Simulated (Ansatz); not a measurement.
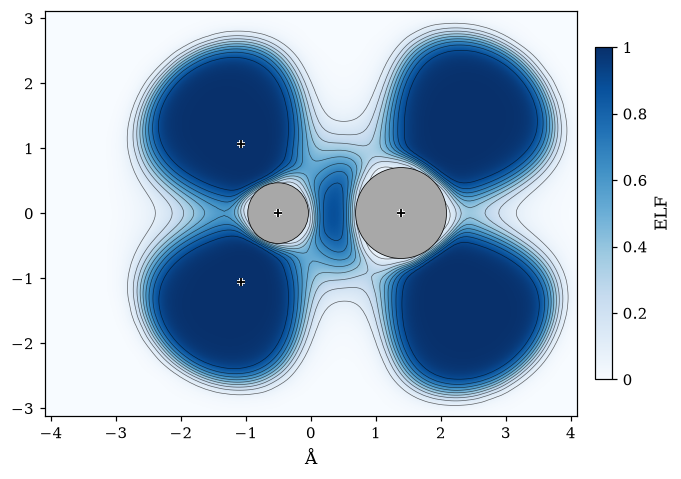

The electron localisation function on a plane through atoms (crosses mark nuclei in the plane; grey discs cover the cores).

Level of theory: isolated molecule in a Gaussian basis; Kohn-Sham density functional theory, functional PBE0 (Ansatz).

Candidates:
A. C₂H₅Si (charge +1)
B. BH₅Si
C. C₂HLiSn

Which system is this?

Candidate B: BH₅Si on the plane of atoms Si2, B1 and H3, which holds B, Si and H. Si–B (1.89 Å): the ELF peaks at about 0.90 between the atoms: a shared electron pair. B–H (1.21 Å): the ELF climbs to about 1 towards the hydrogen, as it does in any bond to H (an ordinary covalent bond to hydrogen).
